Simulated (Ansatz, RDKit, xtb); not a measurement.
# C3H10Si3: ranking a sample of isomers, part 2 of 2

A sample of isomers of C3H10Si3 is drawn. Aim: find which of them has the lowest free energy at 298.15 K, then its properties. The sample is small against all isomers, and the most stable one of this formula need not be in it.

xtb, Ansatz and PySCF; isolated molecules.

### 9 The final energy

Single points at CCSD(T)/def2-SVP + MP2/def2-TZVPP - MP2/def2-SVP on the refined geometries decide the order.

c064a, CCSD(T)/def2-SVP:

input.yaml reads:

```yaml
crystal:
  periodic: [false, false, false]
  atoms:
    - {symbol: C, position_ang: [-0.505978, -0.349844, -1.315075]}
    - {symbol: C, position_ang: [0.312815, 0.690516, -1.621479]}
    - {symbol: C, position_ang: [2.204271, -1.536957, -1.471990]}
    - {symbol: Si, position_ang: [-2.363683, -0.121896, -1.100055]}
    - {symbol: Si, position_ang: [2.162631, 0.330867, -1.810144]}
    - {symbol: Si, position_ang: [0.395714, -2.012452, -1.130587]}
    - {symbol: H, position_ang: [-3.111785, -0.974030, -2.073357]}
    - {symbol: H, position_ang: [-2.732935, 1.308501, -1.316705]}
    - {symbol: H, position_ang: [-2.786514, -0.534732, 0.272514]}
    - {symbol: H, position_ang: [-0.100424, 1.702826, -1.751843]}
    - {symbol: H, position_ang: [2.648791, 0.686270, -3.178671]}
    - {symbol: H, position_ang: [2.972156, 1.118192, -0.830165]}
    - {symbol: H, position_ang: [2.602921, -2.090910, -2.336930]}
    - {symbol: H, position_ang: [2.845819, -1.772806, -0.607888]}
    - {symbol: H, position_ang: [0.198472, -2.579052, 0.238858]}
    - {symbol: H, position_ang: [-0.129333, -3.016898, -2.105614]}
basis:
  gaussian: {orbitals: def2-SVP}
correlation: {method: ccsd_t, frozen_orbitals: {C: 1, Si: 5, H: 0}}
```

On the command line:

```console
$ ansatz run input.yaml --threads 4 --pin off --max-ram 7830MiB --events-out events.jsonl --progress --plain --runs-dir runs
```

Log (excerpt; [...] marks lines left out):

```text
Warning: RAYON_NUM_THREADS=4 ignored (pool sized by the plan → 4); use --threads N
Functional definition: HF
  name "HF"
[...]
1451 factors; integrals over basis functions are off by at most 1.2e-3 eV
[...]
mean field -26826.68768425 eV, -985.8625886140 hartree, gradient 2.7e-6 eV, S^2 0.000000; 0 other end points of the search recorded, 0 dependent functions left out
18 core orbitals not correlated: weight in the atoms' cores, before any rotation towards them, 1.000 or more for the frozen orbitals, at most 0.000 for the correlated occupied ones
reference -26826.68768425 eV, -985.8625886140 hartree; 17, 17 occupied and 111, 111 virtual orbitals, 1451 factors
second order -18.92692703 eV of doubles, -0.00000000 eV of singles
cycle   1  -20.34156674 eV  change    -1.4e0 eV  update   1.1e-1
[...]
cycle   9  -21.16155634 eV  change    6.4e-6 eV  update   1.1e-5
perturbative correction -0.76178227 eV, -0.0279949821 hartree
Total energy: -26848.61102286 eV, -986.6682564478 hartree
```

Wall time 19 s (4 threads of Arm Neoverse V1, shared host); peak memory 1 GiB.

### 10 c064a at MP2/def2-TZVPP

input.yaml reads:

```yaml
basis:
  gaussian:
    orbitals: def2-TZVPP
crystal:
  periodic: [false, false, false]
  atoms:
    - symbol: C
      position_ang: [-0.505978, -0.349844, -1.315075]
    - symbol: C
      position_ang: [0.312815, 0.690516, -1.621479]
    - symbol: C
      position_ang: [2.204271, -1.536957, -1.471990]
    - symbol: Si
      position_ang: [-2.363683, -0.121896, -1.100055]
    - symbol: Si
      position_ang: [2.162631, 0.330867, -1.810144]
    - symbol: Si
      position_ang: [0.395714, -2.012452, -1.130587]
    - symbol: H
      position_ang: [-3.111785, -0.974030, -2.073357]
    - symbol: H
      position_ang: [-2.732935, 1.308501, -1.316705]
    - symbol: H
      position_ang: [-2.786514, -0.534732, 0.272514]
    - symbol: H
      position_ang: [-0.100424, 1.702826, -1.751843]
    - symbol: H
      position_ang: [2.648791, 0.686270, -3.178671]
    - symbol: H
      position_ang: [2.972156, 1.118192, -0.830165]
    - symbol: H
      position_ang: [2.602921, -2.090910, -2.336930]
    - symbol: H
      position_ang: [2.845819, -1.772806, -0.607888]
    - symbol: H
      position_ang: [0.198472, -2.579052, 0.238858]
    - symbol: H
      position_ang: [-0.129333, -3.016898, -2.105614]
magnetization:
  spin_polarized: false
  initial_magnetization: 0
correlation:
  method: mp2
  frozen_orbitals: {C: 1, Si: 5, H: 0}
```

On the command line:

```console
$ ansatz run input.yaml --threads 4 --pin off --max-ram 7830MiB --events-out events.jsonl --progress --plain --runs-dir runs
```

Log:

```text
Warning: RAYON_NUM_THREADS=4 ignored (pool sized by the plan → 4); use --threads N
[... 2 set-up lines as earlier in the session ...]
  exchange = exact_x
  correlation = 0
2058 factors; integrals over basis functions are off by at most 1.0e-3 eV
mean field evaluation 1: about -26833.4103 eV, gradient 3.8e1 eV
mean field evaluation 2: about -26833.7678 eV, gradient 3.8e1 eV
mean field evaluation 4: about -26838.4730 eV, gradient 5.0e0 eV
mean field evaluation 8: about -26838.5732 eV, gradient 2.5e-1 eV
mean field -26838.57348794 eV, -986.2993838434 hartree, gradient 2.3e-6 eV, S^2 0.000000; 0 other end points of the search recorded, 0 dependent functions left out
18 core orbitals not correlated: weight in the atoms' cores, before any rotation towards them, 1.000 or more for the frozen orbitals, at most 0.000 for the correlated occupied ones
reference -26838.57348794 eV, -986.2993838434 hartree; 17, 17 occupied and 324, 324 virtual orbitals, 2058 factors
second order -23.37265873 eV of doubles, -0.00000000 eV of singles
Total energy: -26861.94614667 eV, -987.1583132091 hartree
```

Wall time 11 s (4 threads of Arm Neoverse V1, shared host); peak memory 1.3 GiB.

### 11 c452a at CCSD(T)/def2-SVP

input.yaml reads:

```yaml
crystal:
  periodic: [false, false, false]
  atoms:
    - symbol: C
      position_ang: [0.502962, -1.954717, -0.021041]
    - symbol: C
      position_ang: [-0.332965, -2.265805, -1.035238]
    - symbol: C
      position_ang: [-0.332032, 1.067810, 0.298401]
    - symbol: Si
      position_ang: [-1.759307, -1.237996, -1.736853]
    - symbol: Si
      position_ang: [-2.066114, 0.636126, -0.341871]
    - symbol: Si
      position_ang: [0.584623, -0.403457, 1.054639]
    - symbol: H
      position_ang: [1.263226, -2.709564, 0.238335]
    - symbol: H
      position_ang: [-0.184021, -3.242879, -1.522129]
    - symbol: H
      position_ang: [-1.425695, -0.827350, -3.138321]
    - symbol: H
      position_ang: [-2.979008, -2.099384, -1.821731]
    - symbol: H
      position_ang: [-2.954209, 0.271102, 0.804659]
    - symbol: H
      position_ang: [-2.693881, 1.788379, -1.058511]
    - symbol: H
      position_ang: [0.263725, 1.443914, -0.552302]
    - symbol: H
      position_ang: [-0.384335, 1.885057, 1.038532]
    - symbol: H
      position_ang: [2.028928, -0.073690, 1.257479]
    - symbol: H
      position_ang: [0.012598, -0.719558, 2.400711]
basis:
  gaussian:
    orbitals: def2-SVP
correlation:
  method: ccsd_t
  frozen_orbitals: {C: 1, Si: 5, H: 0}
```

On the command line:

```console
$ ansatz run input.yaml --threads 4 --pin off --max-ram 7830MiB --events-out events.jsonl --progress --plain --runs-dir runs
```

Log (excerpt; [...] marks lines left out):

```text
Warning: RAYON_NUM_THREADS=4 ignored (pool sized by the plan → 4); use --threads N
[... 2 set-up lines as earlier in the session ...]
[...]
1456 factors; integrals over basis functions are off by at most 1.3e-3 eV
[...]
mean field -26826.58364955 eV, -985.8587654095 hartree, gradient 9.0e-7 eV, S^2 0.000000; 0 other end points of the search recorded, 0 dependent functions left out; unrestricted orbitals would lower it
18 core orbitals not correlated: weight in the atoms' cores, before any rotation towards them, 1.000 or more for the frozen orbitals, at most 0.000 for the correlated occupied ones
reference -26826.58364955 eV, -985.8587654095 hartree; 17, 17 occupied and 111, 111 virtual orbitals, 1456 factors
second order -18.91253827 eV of doubles, -0.00000000 eV of singles
cycle   1  -20.41432154 eV  change    -1.5e0 eV  update   1.1e-1
[...]
cycle   8  -21.22401812 eV  change   -4.2e-5 eV  update   3.3e-5
perturbative correction -0.75617043 eV, -0.0277887508 hartree
Total energy: -26848.56383810 eV, -986.6665224399 hartree
```

Wall time 19 s (4 threads of Arm Neoverse V1, shared host); peak memory 1 GiB.

For c452a the log finds that unrestricted Hartree-Fock orbitals lie lower, a sign to watch the closed-shell reference there.

### 12 Free energies and the winner

Energies in kcal/mol from c064a; G adds the thermal terms to the CCSD(T)/def2-SVP + MP2/def2-TZVPP - MP2/def2-SVP energy. The columns left of the relaxed level are at the tight-binding geometries.

| label | SMILES | spin | GFN2-xTB | HF/STO-3G | r2SCAN-D4/def2-SVP | B3LYP/def2-SVP | HF/def2-SVP | MP2/def2-SVP | CCSD(T)/def2-SVP + MP2/def2-TZVPP - MP2/def2-SVP | G | share at equilibrium | T1 |
| --- | --- | --- | --- | --- | --- | --- | --- | --- | --- | --- | --- | --- |
| c064a | [SiH3]C1=C[SiH2]C[SiH2]1 | singlet | 0.0 | 0.0 | 0.0 | 0.0 | 0.0 | 0.0 | 0.0 | 0.0 | 99.8 % | 0.012 |
| c452a | C1=C[SiH2][SiH2]C[SiH2]1 | singlet | 6.5 | -2.7 | -0.3 | 0.2 | 2.4 | 2.7 | 1.6 | 3.8 | 0.2 % | 0.012 |
| c785a | [SiH3]C1([SiH3])C=C[SiH2]1 | singlet | 12.1 | 44.3 | 27.5 | 26.7 | 27.3 | 22.6 | 25.4 | 23.4 | < 0.1 % | 0.012 |

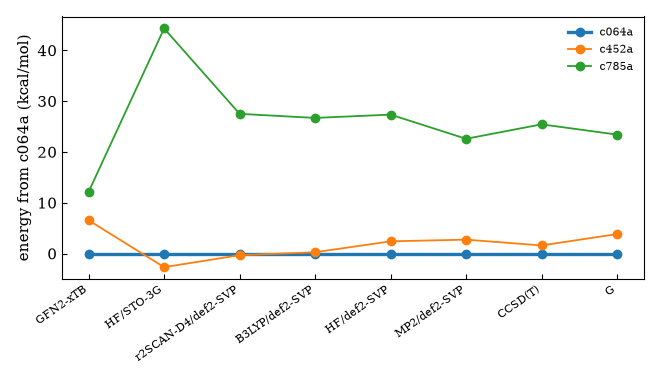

The finalists at each level, measured from c064a.

Lowest found: c064a, `[SiH3]C1=C[SiH2]C[SiH2]1`, a singlet. Bond lengths: C1–C2 1.359 Å, C1–Si4 1.884 Å, C2–Si5 1.894 Å, C3–Si5 1.899 Å, C1–Si6 1.900 Å, C3–Si6 1.901 Å, Si4–H7 1.494 Å, Si4–H8 1.493 Å, Si4–H9 1.494 Å, C2–H10 1.101 Å, Si5–H11 1.495 Å, Si5–H12 1.495 Å, C3–H13 1.102 Å, C3–H14 1.102 Å, Si6–H15 1.495 Å, Si6–H16 1.495 Å. Some angles: C1–C2–Si5 117.7°, C2–C1–Si4 121.8°, C2–C1–Si6 113.9°, Si4–C1–Si6 124.2°, C2–Si5–C3 101.0°, Si5–C3–Si6 104.9°, C1–Si6–C3 102.4°, C1–C2–H10 120.3°, Si5–C2–H10 122.0°, C1–Si4–H7 110.5°.

```xyz
16

C    -0.5060   -0.3498   -1.3151
C     0.3128    0.6905   -1.6215
C     2.2043   -1.5370   -1.4720
Si   -2.3637   -0.1219   -1.1001
Si    2.1626    0.3309   -1.8101
Si    0.3957   -2.0125   -1.1306
H    -3.1118   -0.9740   -2.0734
H    -2.7329    1.3085   -1.3167
H    -2.7865   -0.5347    0.2725
H    -0.1004    1.7028   -1.7518
H     2.6488    0.6863   -3.1787
H     2.9722    1.1182   -0.8302
H     2.6029   -2.0909   -2.3369
H     2.8458   -1.7728   -0.6079
H     0.1985   -2.5791    0.2389
H    -0.1293   -3.0169   -2.1056
```

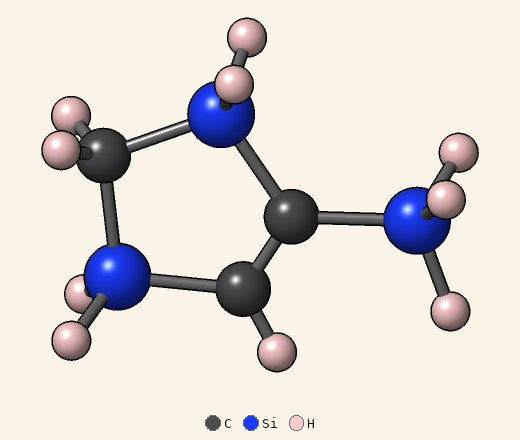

The lowest structure found, seen from a chosen angle (carbon dark grey, silicon blue, hydrogen pink).

### 13 Summary of results

The summary covers parts 1 to 2.

```
                                 quantity                                                                     value
                   lowest structure found                                         [SiH3]C1=C[SiH2]C[SiH2]1, singlet
                            next finalist               C1=C[SiH2][SiH2]C[SiH2]1, singlet, 3.8 kcal/mol higher in G
share at equilibrium, among the finalists                                                                    99.8 %
                                   funnel  17 starts, 16 minima at GFN2-xTB, 11 screening runs, 3 relaxed, 3 ranked
                     CPU time of all runs                                                                    13 min
```

**Reading.** The lowest structure found is `[SiH3]C1=C[SiH2]C[SiH2]1`. Among the finalists first place is clear (3.8 kcal/mol); structures outside the list aren't covered. GFN2-xTB, B3LYP/def2-SVP, HF/def2-SVP and MP2/def2-SVP already put its bonding pattern lowest among the structures in one piece; HF/STO-3G and r2SCAN-D4/def2-SVP favour the singlet C1=C[SiH2][SiH2]C[SiH2]1. The largest share of the time went into the final energies (45 %). The search is not exhaustive (a finite list of starts, one conformer a finalist), so a lower isomer can't be ruled out. Only 10 drawn patterns were tried, so whole families of isomers are missing, and the result ranks this sample alone. The lowest isomer need not be the one that is made and kept in a bottle, which depends on barriers.
